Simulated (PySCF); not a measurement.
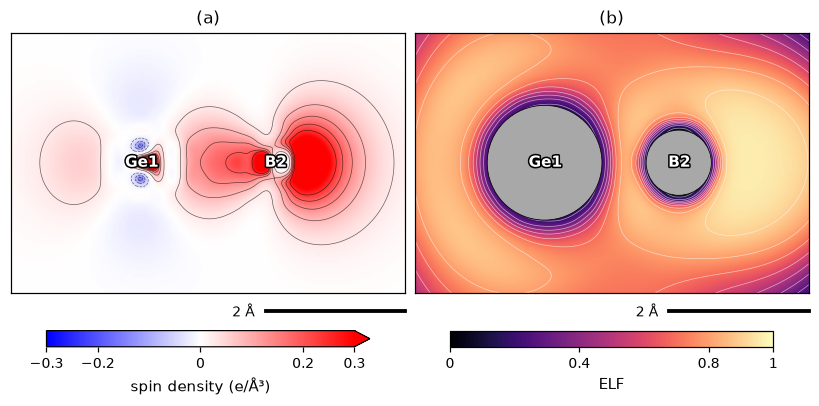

The picture shows: GeB (charge −1, triplet). (a) spin density; (b) electron localisation function on a plane that holds the molecular axis. Grey discs cover the atomic cores in the ELF map.

Computed with PySCF, PBE0/def2-TZVPPD, non-relativistic Hamiltonian with scalar-relativistic core potentials where named, at a bond length of 1.921 Å.

### Read the bonding off the picture.

- Atoms in the plane: Ge and B.
- Ge–B (1.92 Å): the ELF peaks at about 0.85 in the valence shell of B, 0.7 Å from its nucleus, and is about 0.55 at the midpoint.
- The ELF also peaks beside B2, away from the bonds: non-bonding electrons, paired or unpaired.
- The unpaired spin (2 electrons) lies mostly on B2 (about 1.2) and Ge1 (about 0.8), in electrons by Hirshfeld's partition.
